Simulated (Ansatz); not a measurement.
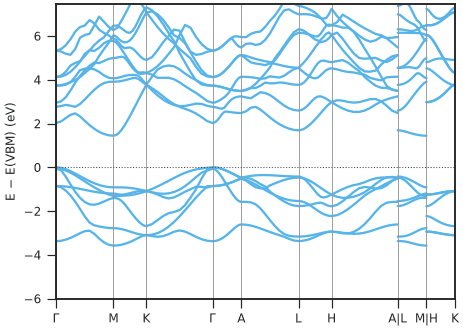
Band structure from r²SCAN in the plane-wave PAW code Ansatz

Read off the gap and where the band edges lie.

About 1.4 eV (1.44 eV by a search for the band edges); maximum at Γ, minimum at M.

Which compound is it?
A) BaMg2As2, P-3m1 (Ba on 1a, Mg on 2d, As on 2d)
B) HgTe, P3_221 (Hg on 3a, Te on 3b)
C) Li3NdAs2, P-3m1 (Li on 1b, Li on 2d, Nd on 1a, As on 2d)
D) K2PdF6, P-3m1 (K on 2d, Pd on 1a, F on 6i)

A, BaMg2As2, P-3m1 (Ba on 1a, Mg on 2d, As on 2d)

The workflow started from a Materials Project entry (that database holds measured and hypothetical structures alike); the Crystallography Open Database copy checked does not list it. Whether it is the stable phase at ambient conditions was not checked. The r²SCAN relaxation kept the symmetry of its start; its stability against distortions is not shown here. Scalar-relativistic: spin–orbit coupling is off unless named, which matters more the heavier the elements.

Potentials: the later of the program's two PAW sets.
